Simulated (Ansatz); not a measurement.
**C2H2BClO: one molecule under many settings**

How do the results and run time of C2H2BClO respond when the settings are drawn wide?

Computed with Ansatz 0.2.0, Gaussian basis. Level: the settings change from run to run.

## 1. The molecule

An earlier PBE0-D4 in a triple-zeta def2 set relaxation fixed the geometry.

7 atoms, charge 0, spin multiplicity 1.

Atoms are counted from 1 here; the program's logs count them from 0.

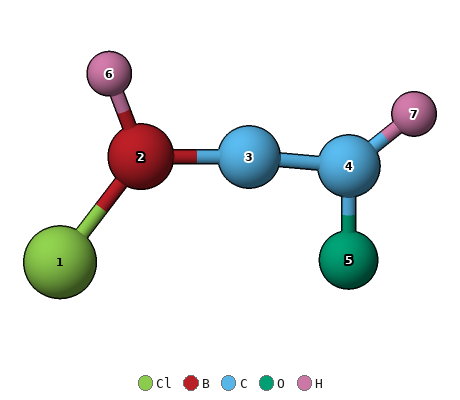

The structure; chlorine green, boron red, carbon blue, oxygen teal, hydrogen pink; atoms are numbered from 1 in the order of the file.

As a file:

```xyz
7
charge 0, multiplicity 1
Cl   -2.1063    0.5637    1.4688
B    -0.6143   -0.2717    1.1305
C     0.1951   -0.1109   -0.0536
C     0.8691    0.1151   -1.1905
O     0.0809    0.9621   -1.6709
H    -0.1575   -1.0656    1.9038
H     1.7942   -0.2609   -1.6337
```

## 2. wB97M-V/STO-3G

This run has unrestricted orbitals.

File in.yaml:

```yaml
crystal:
  periodic: [false, false, false]
  atoms:
    - {symbol: Cl, position_ang: [-2.106260, 0.563748, 1.468756]}
    - {symbol: B, position_ang: [-0.614277, -0.271652, 1.130471]}
    - {symbol: C, position_ang: [0.195073, -0.110885, -0.053550]}
    - {symbol: C, position_ang: [0.869131, 0.115131, -1.190546]}
    - {symbol: O, position_ang: [0.080945, 0.962080, -1.670944]}
    - {symbol: H, position_ang: [-0.157531, -1.065572, 1.903847]}
    - {symbol: H, position_ang: [1.794218, -0.260851, -1.633735]}
basis:
  gaussian: {orbitals: STO-3G}
magnetization: {spin_polarized: true, initial_magnetization: 0}
hamiltonian: {xc: {name: wB97M-V}}
```

Run with:

```sh
ansatz run in.yaml --threads 2 --pin off --events-out ev --progress --plain --max-ram 4352MiB
```

What it wrote, shortened:

```text
Functional definition: wB97M-V
  name "wB97M-V"
  cite "Mardirossian & Head-Gordon, J. Chem. Phys. 144, 214110 (2016) doi:10.1063/1.4952647"
  cite "Becke, J. Chem. Phys. 107, 8554 (1997) doi:10.1063/1.475007"
  cite "Vydrov & Van Voorhis, J. Chem. Phys. 133, 244103 (2010) doi:10.1063/1.3521275"
  # Of w^i u^j: cxij and so on, Table III.
[...]
  gx(w, u) = 1 - cx + cx01*u + cx10*w
  gss(w, u) = css00 + css04*u^4 + css10*w + css20*w^2 + css43*w^4*u^3
  gos(w, u) = cos00 + cos10*w + (cos20 + cos21*u)*w^2 + (cos60 + cos61*u)*w^6
[...]
      + integral(e_c_pw_mod_opposite_spin*gos(b97_w_opposite, b97_u_opposite)) + vv10(b, c)
404 factors; integrals over basis functions are off by at most 7.9e-5 eV
137 factors; integrals over basis functions are off by at most 8.6e-7 eV
[...]
mean field -17151.52188318 eV, -630.3068034877 hartree, gradient 3.5e-5 eV, S^2 0.000000; 3 other end points of the search recorded, 0 dependent functions left out
reference -17151.52190471 eV, -630.3068042792 hartree; 22, 22 occupied and 9, 9 virtual orbitals, 404 factors
Total energy: -17151.52190471 eV, -630.3068042792 hartree
```

Run time: 4.9 s. Hardware: 2 threads of Arm Neoverse V1, shared host.

⟨S²⟩ 0.000.

## 3. PBE/def2-SVP

Edit in.yaml of step 2 so:

```diff
@@ -11,4 +11,3 @@
 basis:
-  gaussian: {orbitals: STO-3G}
-magnetization: {spin_polarized: true, initial_magnetization: 0}
-hamiltonian: {xc: {name: wB97M-V}}
+  gaussian: {orbitals: def2-SVP}
+hamiltonian: {xc: {name: PBE}}
```

Launched as before.

What it wrote:

```text
Functional definition: PBE
  name "PBE"
  cite "Perdew, Burke & Ernzerhof, Phys. Rev. Lett. 77, 3865 (1996) doi:10.1103/PhysRevLett.77.3865"
  parent pbe
  parameter kappa = 0.804
  parameter beta = 0.06672455060314922
  exchange = pbe_x(kappa = kappa, mu = beta*pi^2/3)
  correlation = pbe_c(beta = beta)
924 factors; their error is unknown
mean field evaluation 1: about -17326.9630 eV, gradient 4.2e1 eV
mean field evaluation 2: about -17314.0997 eV, gradient 8.4e1 eV
mean field evaluation 4: about -17331.5221 eV, gradient 1.1e1 eV
mean field evaluation 8: about -17331.8370 eV, gradient 2.8e-1 eV
mean field evaluation 16: about -17331.7959 eV, gradient 9.8e-5 eV
mean field -17331.79586516 eV, -636.9317501315 hartree, gradient 1.3e-5 eV, S^2 0.000000; 0 other end points of the search recorded, 0 dependent functions left out
reference -17331.79589274 eV, -636.9317511448 hartree; 22, 22 occupied and 62, 62 virtual orbitals, 924 factors
Total energy: -17331.79589274 eV, -636.9317511448 hartree
```

It took 1 s on 2 threads of Arm Neoverse V1, shared host.

## 4. r2SCAN0/6-31G

Options: atoms shaken by 0.03 Å.

File in.yaml:

```yaml
crystal:
  periodic: [false, false, false]
  atoms:
    - {symbol: Cl, position_ang: [-2.113480, 0.603514, 1.550376]}
    - {symbol: B, position_ang: [-0.624738, -0.272906, 1.123256]}
    - {symbol: C, position_ang: [0.158188, -0.104311, -0.112416]}
    - {symbol: C, position_ang: [0.895548, 0.181672, -1.159098]}
    - {symbol: O, position_ang: [0.102652, 0.940659, -1.654998]}
    - {symbol: H, position_ang: [-0.188969, -1.060062, 1.814737]}
    - {symbol: H, position_ang: [1.750585, -0.274665, -1.668548]}
basis:
  gaussian: {orbitals: 6-31G}
hamiltonian: {xc: {name: r2SCAN0}}
output: {forces: true}
```

Same command.

What it wrote, shortened:

```text
Functional definition: r2SCAN0
  name "r2SCAN0"
  cite "Bursch, Neugebauer, Ehlert & Grimme, J. Chem. Phys. 156, 134105 (2022) doi:10.1063/5.0086040"
  cite "Furness, Kaplan, Ning, Perdew & Sun, J. Phys. Chem. Lett. 11, 8208 (2020) doi:10.1021/acs.jpclett.0c02405"
  cite "Furness, Kaplan, Ning, Perdew & Sun, J. Phys. Chem. Lett. 11, 9248 (2020) doi:10.1021/acs.jpclett.0c03077"
  parent r2scan
[...]
659 factors; integrals over basis functions are off by at most 2.2e-4 eV
[...]
mean field -17342.43374105 eV, -637.3226848597 hartree, gradient 7.9e-5 eV, S^2 0.000000; 0 other end points of the search recorded, 0 dependent functions left out
[...]
reference -17342.43374612 eV, -637.3226850462 hartree; 22, 22 occupied and 31, 31 virtual orbitals, 659 factors
Total energy: -17342.43374612 eV, -637.3226850462 hartree
Atom 0 at    -2.113480     0.603514     1.550376 Å, force    -0.252221     0.081961     0.045037 eV/Å
Atom 1 at    -0.624738    -0.272906     1.123256 Å, force     0.270216     1.043926    -2.077588 eV/Å
Atom 2 at     0.158188    -0.104311    -0.112416 Å, force    -1.371441    -1.094974     3.955257 eV/Å
Atom 3 at     0.895548     0.181672    -1.159098 Å, force     4.727590    -4.706907    -0.268592 eV/Å
Atom 4 at     0.102652     0.940659    -1.654998 Å, force    -4.056674     5.188043    -3.323192 eV/Å
Atom 5 at    -0.188969    -1.060062     1.814737 Å, force     0.535905    -0.994730     1.103374 eV/Å
Atom 6 at     1.750585    -0.274665    -1.668548 Å, force     0.146624     0.482681     0.565704 eV/Å
Dipole moment:     0.690371    -0.398142    -0.097379 e Å
```

Run time: 2.5 s. Hardware: 2 threads of Arm Neoverse V1, shared host.

Largest force 7.377 eV/Å, dipole 3.86 D.

## 5. wB97/aug-pcseg-2

File in.yaml:

```yaml
crystal:
  periodic: [false, false, false]
  atoms:
    - {symbol: Cl, position_ang: [-2.106260, 0.563748, 1.468756]}
    - {symbol: B, position_ang: [-0.614277, -0.271652, 1.130471]}
    - {symbol: C, position_ang: [0.195073, -0.110885, -0.053550]}
    - {symbol: C, position_ang: [0.869131, 0.115131, -1.190546]}
    - {symbol: O, position_ang: [0.080945, 0.962080, -1.670944]}
    - {symbol: H, position_ang: [-0.157531, -1.065572, 1.903847]}
    - {symbol: H, position_ang: [1.794218, -0.260851, -1.633735]}
basis:
  gaussian: {orbitals: aug-pcseg-2}
hamiltonian: {xc: {name: wB97}}
output: {forces: true}
```

Launched as before.

What it wrote, shortened:

```text
Functional definition: wB97
  name "wB97"
  cite "Chai & Head-Gordon, J. Chem. Phys. 128, 084106 (2008) doi:10.1063/1.2834918"
  cite "Becke, J. Chem. Phys. 107, 8554 (1997) doi:10.1063/1.475007"
[...]
  # The coefficients of nought are those of the uniform gas.
[...]
      + integral(e_c_pw_opposite_spin*poly(b97_u_opposite, 1, cos1, cos2, cos3, cos4))
1236 factors; their error is unknown
653 factors; integrals over basis functions are off by at most 4.1e-5 eV
[...]
mean field -17351.29058349 eV, -637.6481678162 hartree, gradient 4.8e-5 eV, S^2 0.000000; 0 other end points of the search recorded, 0 dependent functions left out
[...]
reference -17351.29056426 eV, -637.6481671094 hartree; 22, 22 occupied and 258, 258 virtual orbitals, 1236 factors
Total energy: -17351.29056426 eV, -637.6481671094 hartree
Atom 0 at    -2.106260     0.563748     1.468756 Å, force    -0.012069     0.023545    -0.023932 eV/Å
Atom 1 at    -0.614277    -0.271652     1.130471 Å, force    -0.084681    -0.151242     0.342827 eV/Å
Atom 2 at     0.195073    -0.110885    -0.053550 Å, force    -0.043992     0.052809    -0.035186 eV/Å
Atom 3 at     0.869131     0.115131    -1.190546 Å, force     0.077587     0.133407    -0.305367 eV/Å
Atom 4 at     0.080945     0.962080    -1.670944 Å, force     0.108029    -0.120349     0.071610 eV/Å
Atom 5 at    -0.157531    -1.065572     1.903847 Å, force    -0.036564     0.049031    -0.039074 eV/Å
Atom 6 at     1.794218    -0.260851    -1.633735 Å, force    -0.008310     0.012799    -0.010877 eV/Å
Dipole moment:     0.554391    -0.371934    -0.026344 e Å
```

Wall time 20 s (2 threads of Arm Neoverse V1, shared host); peak memory 0.72 GiB.

Largest force 0.384 eV/Å, dipole 3.21 D.

## 6. B2PLYP/6-31G*

Edit in.yaml of step 5 so:

```diff
@@ -11,4 +11,4 @@
 basis:
-  gaussian: {orbitals: aug-pcseg-2}
-hamiltonian: {xc: {name: wB97}}
+  gaussian: {orbitals: "6-31G*"}
+hamiltonian: {xc: {name: B2PLYP}}
 output: {forces: true}
```

The command is unchanged.

What it wrote, shortened:

```text
Functional definition: B2PLYP
  name "B2PLYP"
  cite "Grimme, J. Chem. Phys. 124, 034108 (2006) doi:10.1063/1.2148954"
  cite "Becke, Phys. Rev. A 38, 3098 (1988) doi:10.1103/PhysRevA.38.3098"
  cite "Lee, Yang & Parr, Phys. Rev. B 37, 785 (1988) doi:10.1103/PhysRevB.37.785"
[...]
784 factors; integrals over basis functions are off by at most 6.3e-4 eV
[...]
mean field -17334.78180600 eV, -637.0414814334 hartree, gradient 9.4e-6 eV, S^2 0.000000; 0 other end points of the search recorded, 0 dependent functions left out
9 core orbitals not correlated: weight in the atoms' cores, before any rotation towards them, 1.000 or more for the frozen orbitals, at most 0.000 for the correlated occupied ones
reference -17334.78193114 eV, -637.0414860322 hartree; 13, 13 occupied and 61, 61 virtual orbitals, 784 factors
second order -21.94425433 eV of doubles, -0.00000000 eV of singles
[...]
Total energy: -17340.70687981 eV, -637.2592238798 hartree
Atom 0 at    -2.106260     0.563748     1.468756 Å, force    -0.314115     0.159103     0.099255 eV/Å
Atom 1 at    -0.614277    -0.271652     1.130471 Å, force     0.192603    -0.264046     0.210842 eV/Å
Atom 2 at     0.195073    -0.110885    -0.053550 Å, force     0.078961    -0.050878    -0.006528 eV/Å
Atom 3 at     0.869131     0.115131    -1.190546 Å, force     0.955951    -0.849441     0.293378 eV/Å
Atom 4 at     0.080945     0.962080    -1.670944 Å, force    -0.839489     0.935869    -0.567851 eV/Å
Atom 5 at    -0.157531    -1.065572     1.903847 Å, force    -0.088857     0.063591    -0.003189 eV/Å
Atom 6 at     1.794218    -0.260851    -1.633735 Å, force     0.014947     0.005801    -0.025908 eV/Å
Dipole moment:     0.570627    -0.319640    -0.129990 e Å
```

Run time: 4.7 s. Hardware: 2 threads of Arm Neoverse V1, shared host.

Largest force 1.380 eV/Å, dipole 3.20 D.

## 7. B3LYP5/def2-TZVPD

Set apart from the defaults: unrestricted orbitals.

Edit in.yaml of step 6 so:

```diff
@@ -11,4 +11,4 @@
 basis:
-  gaussian: {orbitals: "6-31G*"}
-hamiltonian: {xc: {name: B2PLYP}}
-output: {forces: true}
+  gaussian: {orbitals: def2-TZVPD}
+magnetization: {spin_polarized: true, initial_magnetization: 0}
+hamiltonian: {xc: {name: B3LYP5}}
```

Launched as before.

What it wrote, shortened:

```text
Functional definition: B3LYP5
  name "B3LYP5"
  cite "Stephens, Devlin, Chabalowski & Frisch, J. Phys. Chem. 98, 11623 (1994) doi:10.1021/j100096a001"
  cite "Becke, Phys. Rev. A 38, 3098 (1988) doi:10.1103/PhysRevA.38.3098"
  cite "Lee, Yang & Parr, Phys. Rev. B 37, 785 (1988) doi:10.1103/PhysRevB.37.785"
  cite "Vosko, Wilk & Nusair, Can. J. Phys. 58, 1200 (1980) doi:10.1139/p80-159"
[...]
1095 factors; their error is unknown
[...]
mean field -17348.52134705 eV, -637.5464002541 hartree, gradient 1.9e-5 eV, S^2 0.000000; 1 other end points of the search recorded, 0 dependent functions left out
reference -17348.52163508 eV, -637.5464108389 hartree; 22, 22 occupied and 193, 193 virtual orbitals, 1095 factors
Total energy: -17348.52163508 eV, -637.5464108389 hartree
```

Run time: 21 s. Hardware: 2 threads of Arm Neoverse V1, shared host; peak memory 0.85 GiB.

⟨S²⟩ 0.000.

## 8. PBE-QIDH/ANO-RCC-VTZP

Options: density fitting with cc-pVTZ-jkfit.

Edit in.yaml of step 7 so:

```diff
@@ -11,4 +11,4 @@
 basis:
-  gaussian: {orbitals: def2-TZVPD}
-magnetization: {spin_polarized: true, initial_magnetization: 0}
-hamiltonian: {xc: {name: B3LYP5}}
+  gaussian: {orbitals: ANO-RCC-VTZP, fitting: {mean_field: cc-pVTZ-jkfit}}
+hamiltonian: {xc: {name: PBE-QIDH}}
+output: {forces: true}
```

The command is unchanged.

What it wrote, shortened:

```text
Functional definition: PBE-QIDH
  name "PBE-QIDH"
  cite "Brémond, Sancho-García, Pérez-Jiménez & Adamo, J. Chem. Phys. 141, 031101 (2014) doi:10.1063/1.4890314"
  cite "Perdew, Burke & Ernzerhof, Phys. Rev. Lett. 77, 3865 (1996) doi:10.1103/PhysRevLett.77.3865"
[...]
497 factors; integrals over basis functions are off by at most 3.8e-1 eV
[...]
mean field -17371.95726911 eV, -638.4076545042 hartree, gradient 7.7e-6 eV, S^2 0.000000; 0 other end points of the search recorded, 0 dependent functions left out
9 core orbitals not correlated: weight in the atoms' cores, before any rotation towards them, 1.000 or more for the frozen orbitals, at most 0.000 for the correlated occupied ones
reference -17371.95728785 eV, -638.4076551929 hartree; 13, 13 occupied and 160, 160 virtual orbitals, 497 factors
second order -25.67925196 eV of doubles, -0.00000000 eV of singles
[...]
Total energy: -17380.51703850 eV, -638.7222202274 hartree
Relativity: scalar
Atom 0 at    -2.106260     0.563748     1.468756 Å, force     0.080399    -0.032077    -0.038641 eV/Å
Atom 1 at    -0.614277    -0.271652     1.130471 Å, force    -0.043944    -0.117245     0.241057 eV/Å
Atom 2 at     0.195073    -0.110885    -0.053550 Å, force     0.124220     0.179951    -0.434278 eV/Å
Atom 3 at     0.869131     0.115131    -1.190546 Å, force     0.199477    -0.212021     0.118087 eV/Å
Atom 4 at     0.080945     0.962080    -1.670944 Å, force    -0.067631    -0.038201     0.138186 eV/Å
Atom 5 at    -0.157531    -1.065572     1.903847 Å, force    -0.076628     0.123972    -0.115531 eV/Å
Atom 6 at     1.794218    -0.260851    -1.633735 Å, force    -0.215893     0.095621     0.091120 eV/Å
Dipole moment:     0.548254    -0.341748    -0.068507 e Å
```

Wall time 18 s (2 threads of Arm Neoverse V1, shared host); peak memory 0.43 GiB.

Largest force 0.486 eV/Å, dipole 3.12 D.

## 9. PBE0-DH/6-31G*

This run has charge +1, multiplicity 2, atoms shaken by 0.08 Å, the search for lower states set to full.

File in.yaml:

```yaml
crystal:
  periodic: [false, false, false]
  atoms:
    - {symbol: Cl, position_ang: [-2.235717, 0.561090, 1.441358]}
    - {symbol: B, position_ang: [-0.581573, -0.314593, 1.153115]}
    - {symbol: C, position_ang: [0.081143, -0.190848, -0.066773]}
    - {symbol: C, position_ang: [0.940757, 0.122457, -1.121814]}
    - {symbol: O, position_ang: [0.103216, 0.968492, -1.843481]}
    - {symbol: H, position_ang: [-0.206525, -0.975116, 1.855907]}
    - {symbol: H, position_ang: [1.873681, -0.187402, -1.602197]}
basis:
  gaussian: {orbitals: "6-31G*"}
total_charge: 1
magnetization: {spin_polarized: true, initial_magnetization: 1}
hamiltonian: {xc: {name: PBE0-DH}}
scf: {lower_state_search: full}
```

The command is unchanged.

What it wrote, shortened:

```text
Functional definition: PBE0-DH
  name "PBE0-DH"
  cite "Brémond & Adamo, J. Chem. Phys. 135, 024106 (2011) doi:10.1063/1.3604569"
  cite "Perdew, Burke & Ernzerhof, Phys. Rev. Lett. 77, 3865 (1996) doi:10.1103/PhysRevLett.77.3865"
[...]
786 factors; integrals over basis functions are off by at most 6.6e-4 eV
[...]
mean field -17324.59843248 eV, -636.6672493589 hartree, gradient 5.1e-6 eV, S^2 0.900878; 10 other end points of the search recorded, 0 dependent functions left out
9 core orbitals not correlated: weight in the atoms' cores, before any rotation towards them, 1.000 or more for the frozen orbitals, at most 0.000 for the correlated occupied ones
reference -17324.59844434 eV, -636.6672497948 hartree; 13, 12 occupied and 61, 62 virtual orbitals, 786 factors
second order -20.69734813 eV of doubles, -0.00000000 eV of singles
Total energy: -17327.18561285 eV, -636.7623264841 hartree
```

Run time: 19 s. Hardware: 2 threads of Arm Neoverse V1, shared host; peak memory 0.26 GiB.

⟨S²⟩ 0.901. The spin excess of 0.15 shows a contaminated determinant.

## 10. PBE0-DH/def2-TZVPD

File in.yaml:

```yaml
crystal:
  periodic: [false, false, false]
  atoms:
    - {symbol: Cl, position_ang: [-2.106260, 0.563748, 1.468756]}
    - {symbol: B, position_ang: [-0.614277, -0.271652, 1.130471]}
    - {symbol: C, position_ang: [0.195073, -0.110885, -0.053550]}
    - {symbol: C, position_ang: [0.869131, 0.115131, -1.190546]}
    - {symbol: O, position_ang: [0.080945, 0.962080, -1.670944]}
    - {symbol: H, position_ang: [-0.157531, -1.065572, 1.903847]}
    - {symbol: H, position_ang: [1.794218, -0.260851, -1.633735]}
basis:
  gaussian: {orbitals: def2-TZVPD}
hamiltonian: {xc: {name: PBE0-DH}}
output: {forces: true}
```

Same command.

What it wrote, shortened:

```text
Functional definition: PBE0-DH
  name "PBE0-DH"
  cite "Brémond & Adamo, J. Chem. Phys. 135, 024106 (2011) doi:10.1063/1.3604569"
  cite "Perdew, Burke & Ernzerhof, Phys. Rev. Lett. 77, 3865 (1996) doi:10.1103/PhysRevLett.77.3865"
[...]
1368 factors; integrals over basis functions are off by at most 6.5e-4 eV
[...]
mean field -17338.37425121 eV, -637.1735013600 hartree, gradient 1.9e-6 eV, S^2 0.000000; 0 other end points of the search recorded, 0 dependent functions left out
9 core orbitals not correlated: weight in the atoms' cores, before any rotation towards them, 1.000 or more for the frozen orbitals, at most 0.000 for the correlated occupied ones
reference -17338.37428205 eV, -637.1735024930 hartree; 13, 13 occupied and 193, 193 virtual orbitals, 1368 factors
second order -28.23518814 eV of doubles, -0.00000000 eV of singles
[...]
Total energy: -17341.90368056 eV, -637.3032054962 hartree
Atom 0 at    -2.106260     0.563748     1.468756 Å, force     0.087846    -0.041491    -0.031783 eV/Å
Atom 1 at    -0.614277    -0.271652     1.130471 Å, force    -0.058688    -0.050503     0.149099 eV/Å
Atom 2 at     0.195073    -0.110885    -0.053550 Å, force     0.078584     0.091091    -0.237559 eV/Å
Atom 3 at     0.869131     0.115131    -1.190546 Å, force    -0.040086     0.024179     0.006668 eV/Å
Atom 4 at     0.080945     0.962080    -1.670944 Å, force     0.102538    -0.145401     0.118700 eV/Å
Atom 5 at    -0.157531    -1.065572     1.903847 Å, force    -0.042887     0.069094    -0.064546 eV/Å
Atom 6 at     1.794218    -0.260851    -1.633735 Å, force    -0.127307     0.053031     0.059420 eV/Å
Dipole moment:     0.540840    -0.345820    -0.053425 e Å
```

Wall time 24 s (2 threads of Arm Neoverse V1, shared host); peak memory 0.71 GiB.

Largest force 0.266 eV/Å, dipole 3.09 D.

## 11. The runs in one table

```csv
level,charge,multiplicity,geometry,functions,energy (eV),time
wB97M-V/STO-3G,0,1,relaxed,31,-17151.522,4.9 s
PBE/def2-SVP,0,1,relaxed,84,-17331.796,1 s
r2SCAN0/6-31G,0,1,shaken,53,-17342.434,2.5 s
wB97/aug-pcseg-2,0,1,relaxed,280,-17351.291,20 s
B2PLYP/6-31G*,0,1,relaxed,83,-17340.707,4.7 s
B3LYP5/def2-TZVPD,0,1,relaxed,215,-17348.522,21 s
PBE-QIDH/ANO-RCC-VTZP,0,1,relaxed,182,-17380.517,18 s
PBE0-DH/6-31G*,1,2,shaken,83,-17327.186,19 s
PBE0-DH/def2-TZVPD,0,1,relaxed,215,-17341.904,24 s
```

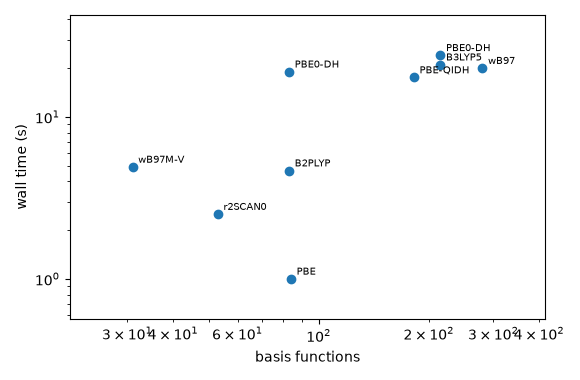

Wall time against the number of basis functions (shared host).

## 12. Summary of results

| quantity | value |
| --- | --- |
| runs | 9 |
| quickest | PBE/def2-SVP, 1 s |
| slowest | PBE0-DH/def2-TZVPD, 24 s |
| spread of total energies, same state and geometry | 229.0 eV |
| dipole, same state and geometry | 3.09 to 3.21 D |

What this shows: PBE0-DH/def2-TZVPD took 24 times as long as PBE/def2-SVP. The jobs differ in tasks and options as well as level. The totals spread over 229 eV; they can't be compared across methods or bases. Some of these runs are scalar-relativistic and others not, which shifts the totals of all-electron atoms past neon by eV; core potentials, where a basis has them, take the core out of the total altogether. At the PBE0-D4/def2-TZVP geometry and in the same state, runs without warnings or point charges leave forces up to 1.38 eV/Å (B2PLYP/6-31G*), against 7.4 eV/Å where the atoms were moved. At that geometry and state the dipole changes by 4 % between the lowest and highest value.
